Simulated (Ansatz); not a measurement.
The relaxed structure here is a generated cell of CuI: the first start was made by placing the elements on the sites of a structure type, and the end was not matched to a known phase here, so it may be hypothetical. Known forms of CuI include space group No. 216.

A relaxed structure of CuI. Space group P4₂/mmc (No. 131). The numbers are results of PBE (plane waves to 420 eV, PAW, scalar-relativistic; Ansatz, a first-principles code), not measurements.

Space group P4₂/mmc (No. 131); a = 4.029 Å, b = 4.029 Å, c = 7.486 Å, α = 90.00°, β = 90.00°, γ = 90.00°

| atom | site | symmetry | x | y | z |
|---|---|---|---|---|---|
| Cu | 2c | mmm. | 0.0000 | 0.5000 | 0.0000 |
| I | 2e | -4m2 | 0.0000 | 0.0000 | 0.2500 |

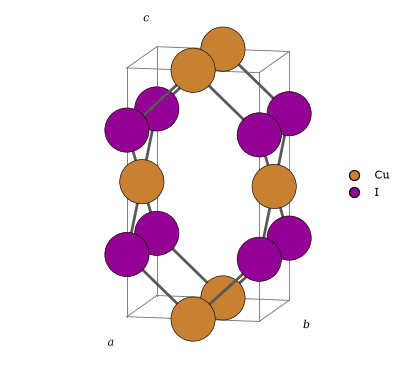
*The conventional cell of the relaxed structure*

| Quantity | Value |
|---|---|
| Volume per atom | 30.37 Å³ |
| Band gap | no gap (metallic) |
| Shortest distances | Cu–I 2.75 Å |
| k-mesh | 12×12×6 |

Band energies at high-symmetry points (eV from the Fermi level; labels of this space group; no spin-orbit coupling), from −5 eV up to 5.0 eV:

| point | energies |
|---|---|
| Γ | -3.68 -3.68 -3.03 -3.03 -2.55 -2.50 -2.38 -2.33 -2.20 -2.20 -2.19 -2.17 -2.17 -0.52 -0.52 -0.06 2.90 3.57 4.58 4.64 4.64 4.98 |
| X | -4.70 -3.50 -3.32 -3.07 -2.31 -2.29 -2.25 -2.19 -2.13 -2.06 -1.99 -1.81 -0.68 -0.54 -0.11 1.89 4.12 4.97 |
| M | -4.20 -4.20 -3.68 -2.38 -2.36 -2.36 -2.19 -2.16 -2.16 -1.88 -1.88 -1.87 0.10 0.75 1.66 1.66 3.14 4.37 4.55 |
| Z | -3.72 -3.72 -3.07 -3.07 -2.36 -2.36 -2.23 -2.23 -2.18 -2.18 -1.84 -1.84 -0.98 -0.98 1.74 1.74 3.93 3.93 |
| R | -4.19 -3.66 -2.51 -2.33 -2.33 -2.29 -2.26 -2.18 -2.18 -2.12 -2.03 -1.39 -0.52 1.58 1.93 3.02 4.31 |
| A | -4.64 -4.64 -4.33 -4.33 -2.29 -2.29 -2.17 -2.17 -2.12 -2.12 -1.92 -1.92 -1.36 -1.36 1.53 1.53 2.35 2.35 4.64 4.64 |

No spin polarisation in the result.

The run could not lose the symmetry of its start, so the end can be a saddle point.

All atoms sit on sites fixed by symmetry, so only the cell could relax.
